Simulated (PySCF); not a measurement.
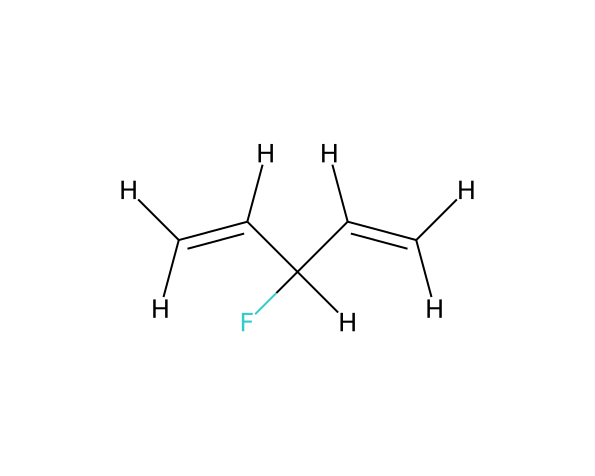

Skeletal drawing of a molecule.

Give its SMILES.

C=CC(F)C=C

Give the formula, hydrogens included.

C5H7F.

The parts below concern this one geometry. Atoms keep their numbers from picture to picture. Computed geometry: PBE0-D3(BJ)/def2-SVP optimisation. No frequency run is at hand to confirm it as a minimum.

Bond orders

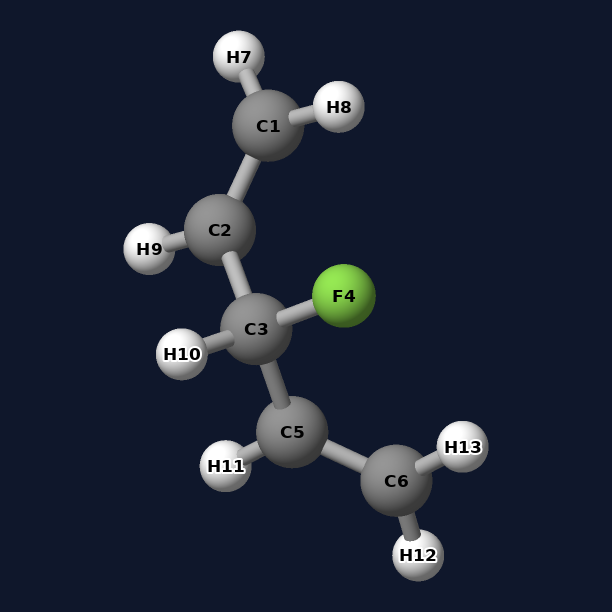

Every bond is drawn as one stick. No frequency run is at hand to confirm it as a minimum. Computed with PBE0/6-31G* (PySCF 2.14.0).

List the Mayer bond orders of C1–C2, C1–H7, C1–H8, C2–H9, C3–F4, C2–C3, C3–H10, C5–C6, C5–H11, C6–H12, C6–H13 (one bond of each equivalent set). Atoms whose distances differ by more than 0.02 Å in this geometry are listed apart.

```
  bond  Mayer order  length (Å)
 C1–C2         1.97       1.331
 C1–H7         0.93       1.092
 C1–H8         0.93       1.093
 C2–H9         0.92       1.096
 C3–F4         0.88       1.372
 C2–C3         0.98       1.502
C3–H10         0.90       1.110
 C5–C6         1.97       1.330
C5–H11         0.92       1.096
C6–H12         0.93       1.092
C6–H13         0.93       1.093
```

Electronic properties

No frequency run is at hand to confirm it as a minimum. Properties computed with PBE0/6-31G*, gas phase (PySCF 2.14.0).

Give the dipole moment at this level.

1.45 D.

Estimate the HOMO–LUMO gap.

7.59 eV.

Give the HOMO energy (Kohn–Sham orbital) at this level.

−7.32 eV.

Charges

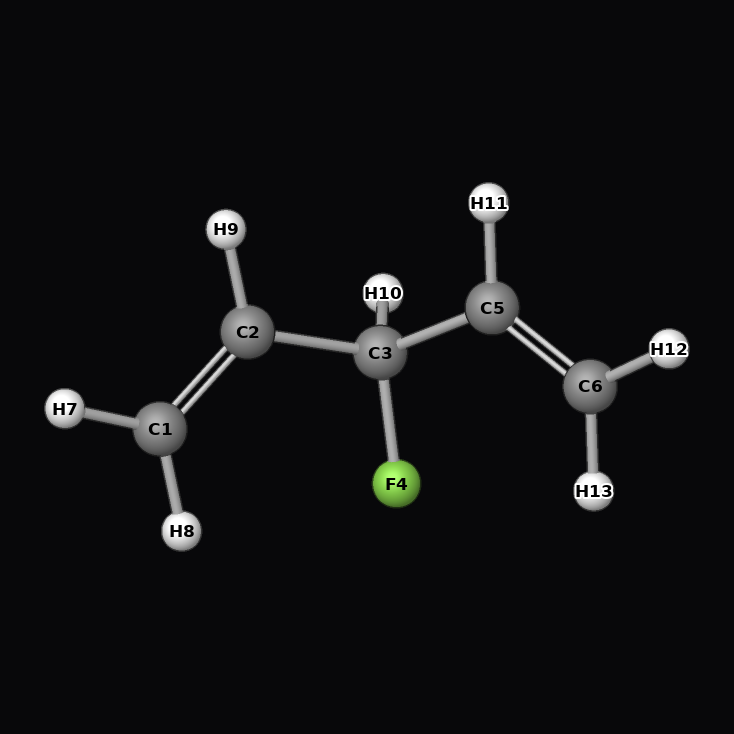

The questions are on ESP-fitted charges. No frequency run is at hand to confirm it as a minimum. Level of theory: PBE0/6-31G*, gas phase (PySCF 2.14.0).

Give the ESP-fitted charges atom by atom.

```json
{"atom": "C1", "value (e)": "−0.44"}
{"atom": "C2", "value (e)": "−0.12"}
{"atom": "C3", "value (e)": "0.26"}
{"atom": "F4", "value (e)": "−0.19"}
{"atom": "C5", "value (e)": "−0.12"}
{"atom": "C6", "value (e)": "−0.44"}
{"atom": "H7", "value (e)": "0.18"}
{"atom": "H8", "value (e)": "0.20"}
{"atom": "H9", "value (e)": "0.12"}
{"atom": "H10", "value (e)": "0.04"}
{"atom": "H11", "value (e)": "0.12"}
{"atom": "H12", "value (e)": "0.18"}
{"atom": "H13", "value (e)": "0.20"}
```

NMR shielding

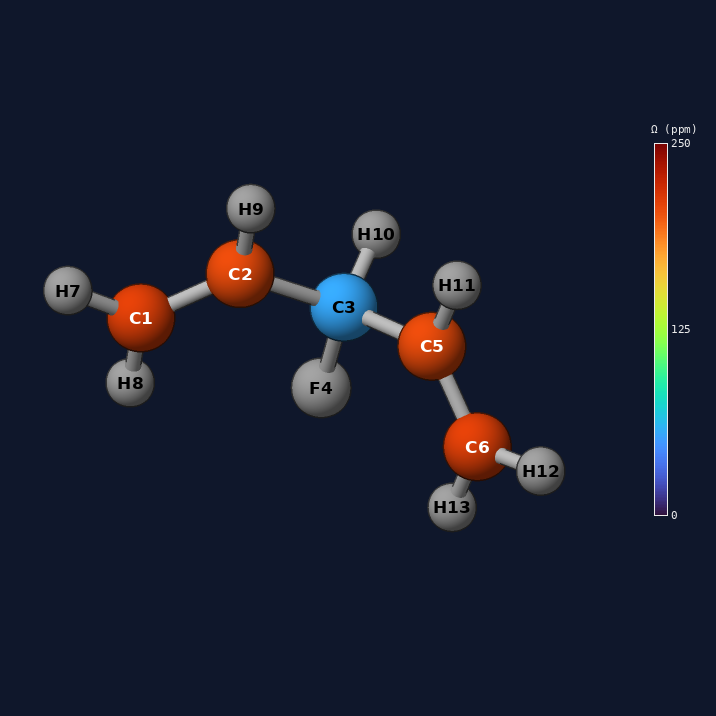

The C atoms are coloured by the span of their shielding tensor. No frequency run is at hand to confirm it as a minimum. Method: GIAO PBE0/cc-pVDZ NMR shielding, non-relativistic, gas phase (PySCF 2.14.0). Principal shieldings σ11 ≤ σ22 ≤ σ33, span Ω = σ33 − σ11, skew κ = 3(σiso − σ22)/Ω.

Give the shielding tensors of the C atoms.

```tsv
atom	σ11	σ22	σ33	σiso	Ω	κ
C1	−22.9	86.3	187.4	83.6	210.3	−0.04
C2, C5	−49.3	75.6	156.1	60.8	205.5	−0.22
C3	86.3	93.7	141.8	107.3	55.5	0.73
C6	−22.9	86.2	187.4	83.6	210.3	−0.04
```

Shieldings and span in ppm.
